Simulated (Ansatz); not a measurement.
Reaction (SMILES): OCl (OH-Cl) → [O]Cl (O-Cl) + H atom
B3LYP-D3(BJ)/def2-TZVP geometries, fixed; electronic energies without zero-point terms.
Largest species:
```
O
H 1 0.9686
Cl 1 1.7015 2 103.27
```

Basis-set convergence of the bond dissociation energy at PBE with Ansatz (a first-principles code). Cartesian d functions, on some or all atoms, in 6-31G**; all else is spherical. The program fits the integrals of some runs and decomposes those of others, by size. Open shells are unrestricted. No added dispersion term, no relativity. Functions are those of the species that has most. Reference: the value in pcseg-4, 93.99 kcal/mol, itself unsure by roughly 0.05 kcal/mol (its mean distance from aug-pcseg-3, aug-cc-pV(Q+d)Z, cc-pV(5+d)Z). Deviations are taken from unrounded values.

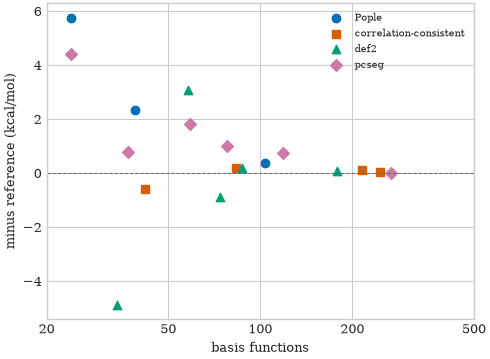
Fig. 1. Deviation from the reference against the number of basis functions, by family of sets.

| basis | functions | bond dissociation energy (kcal/mol) | minus reference (kcal/mol) |
|---|---|---|---|
| 3-21G | 24 | 99.75 | 5.76 |
| pcseg-0 | 24 | 98.40 | 4.42 |
| def2-SV(P) | 34 | 89.12 | -4.87 |
| pcseg-1 | 37 | 94.76 | 0.77 |
| 6-31G** | 39 | 96.33 | 2.34 |
| cc-pV(D+d)Z | 42 | 93.41 | -0.58 |
| def2-SVPD | 58 | 97.07 | 3.08 |
| aug-pcseg-1 | 59 | 95.80 | 1.81 |
| def2-TZVP | 74 | 93.11 | -0.88 |
| pcseg-2 | 78 | 95.00 | 1.01 |
| cc-pV(T+d)Z | 83 | 94.16 | 0.18 |
| def2-TZVPP | 87 | 94.19 | 0.21 |
| 6-311++G(3df,3pd) | 104 | 94.37 | 0.38 |
| aug-pcseg-2 | 119 | 94.72 | 0.73 |
| def2-QZVPPD | 178 | 94.06 | 0.07 |
| aug-cc-pV(Q+d)Z | 215 | 94.09 | 0.10 |
| cc-pV(5+d)Z | 246 | 94.01 | 0.02 |
| pcseg-4 | 267 | 93.99 | 0.00 |
